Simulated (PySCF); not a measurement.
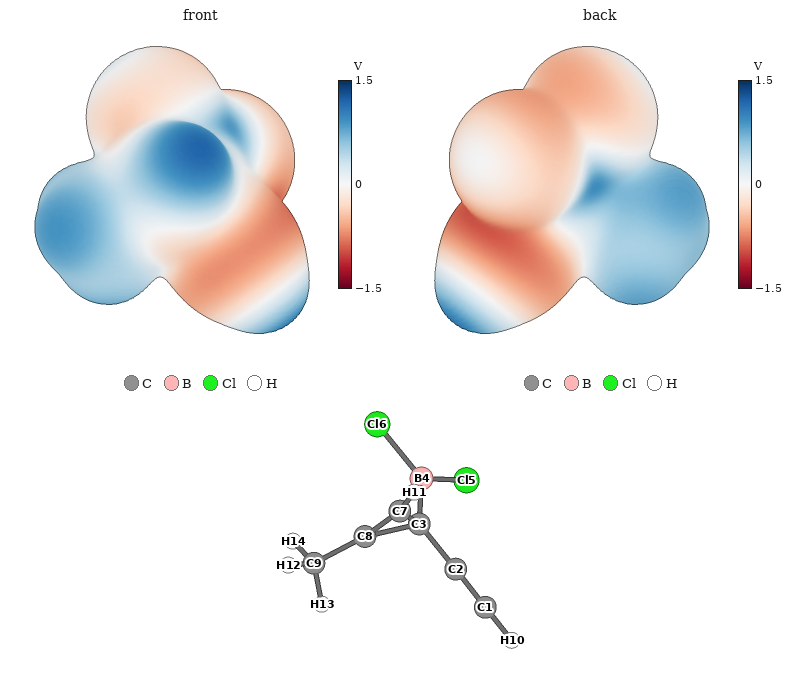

*C6H5BCl2 (SMILES C#C[C@]1(B(Cl)Cl)C=C1C). The molecular electrostatic potential painted on the density surface at 0.001 e/bohr³, seen from the front and from behind; the colour scale runs from red (negative) to blue (positive). The bare structure is drawn below in the same view.*

Geometry: GFN2-xTB.

Method: CAM-B3LYP/def2-SVPD, SCF density, gas phase in PySCF.

```xyz
14

C    -2.1286   -1.4873   -1.0932
C    -1.4069   -0.6180   -0.6939
C    -0.5238    0.4064   -0.2070
B    -1.0664    1.4319    0.8194
Cl   -2.6929    1.3826    1.3817
Cl   -0.0092    2.6588    1.4362
C     0.6338    0.8026   -1.1531
C     0.9823    0.0296   -0.1869
C     1.8791   -0.7814    0.6258
H    -2.7710   -2.2386   -1.4433
H     0.7988    1.3803   -2.0253
H     2.8721   -0.8099    0.1811
H     1.4866   -1.7951    0.7063
H     1.9454   -0.3624    1.6300
```

Question: Describe the electrostatic potential map.

Answer: The most negative region (about −0.9 V) lies over C1, C2 and Cl5, the most positive (about +1.1 V) over H11.

Question: What dipole moment does the calculation give?

Answer: Its dipole moment is 2.65 D.
